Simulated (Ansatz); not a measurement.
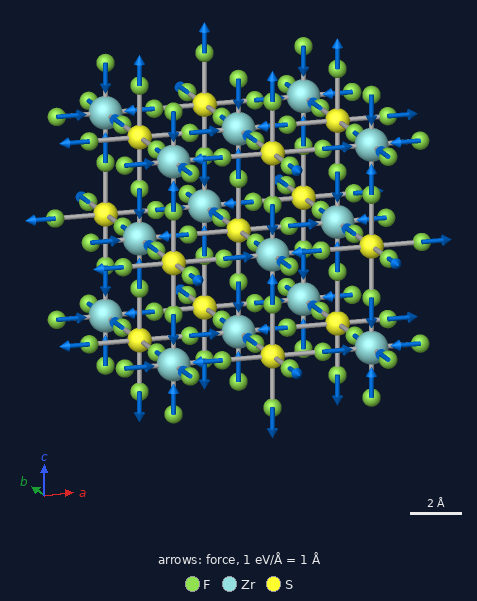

Starting geometry of crystalline ZrSF6 (a generated structure, set up in Fm-3m) with the computed forces as blue arrows. A ball-and-stick model of the conventional cell (4 times the calculation's cell), seen slightly off an axis. Lengths and directions refer to the drawn axes.

The start is a swapped structure.

The calculation used DFT, PAW plane waves, r2SCAN in Ansatz.

Input file:
```yaml
crystal:
  lattice:
    - [0.0, 4.181592, 4.181592]
    - [4.181592, 0.0, 4.181592]
    - [4.181592, 4.181592, 0.0]
  atoms:
    - { symbol: F, position: [0.24575, 0.75425, 0.24575] }
    - { symbol: F, position: [0.24575, 0.75425, 0.75425] }
    - { symbol: F, position: [0.75425, 0.24575, 0.75425] }
    - { symbol: F, position: [0.75425, 0.24575, 0.24575] }
    - { symbol: F, position: [0.24575, 0.24575, 0.75425] }
    - { symbol: F, position: [0.75425, 0.75425, 0.24575] }
    - { symbol: Zr, position: [0.0, 0.0, 0.0] }
    - { symbol: S, position: [0.5, 0.5, 0.5] }
  symmetry: { tolerance: 0.0003 }
kpoints:
  mp_grid: { grid: [7, 7, 7], shift: [0, 0, 0] }
magnetization:
  spin_polarized: false
scf:
  occupations: { method: fermi_dirac, width: 0.0325 }
  lower_state_search: "off"
hamiltonian:
  pseudopotentials: { kind: paw }
  xc: r2scan
basis:
  ecutwfc: 500
  fft_grid_basis: typed
relax:
  max_steps: 80
  cell: { p_target: 0.0 }
output:
  forces: true
  stress: true
  eigenvalues: true
  bader: true
  populations: true
  elf: true
  write_potential: true
  volumetric_format: npy
  dos:
    e_range: [-12, 8]
    de: 0.05
    projected: { site_lists: { F: [F], S: [S], Zr: [Zr] } }
checkpoint:
  read: saved_state
```

Launched with:
```bash
ansatz run input.yaml --threads 2 --pin off --max-ram 3584MiB --backend cpu --events-out ev --progress --plain --runs-dir out
```

> What follows when this structure is relaxed?

It isn't relaxed: the largest force vector, on F atoms, is 1.27 eV/Å. The atoms end up moving mostly along the starting forces (cosine between the two patterns 1.00). Over 3 accepted moves (4 points after the start) the energy falls by 0.251 eV per cell of the calculation. The largest force component goes from 1.3 to 0.0011 eV/Å. Pressure: −0.05 GPa at the start and −0.01 GPa at the end. The SCF was repeated once at an unchanged geometry on a basis and grid sized afresh for the cell, which shifted the energy by 3.0 meV per cell of the calculation at most. The largest moves relative to the cell, 0.067 Å, are those of F1, F2, F3, F4, F5 and F6. F1 goes along −b. Zr and S stay in place. The drawn cell changes as follows: a = b = c 8.363 → 8.464 Å (+1.2 %); the volume changes by +3.7 %. Near-neighbour distances that change, for instance: F1–S8 2.126 → 2.219 Å, F1–Zr7 2.055 → 2.013 Å. The space group stays Fm-3m (No. 225). Cost: 75 s on 2 threads of Arm Neoverse V1, with other jobs on the host, peak memory 0.89 GiB.
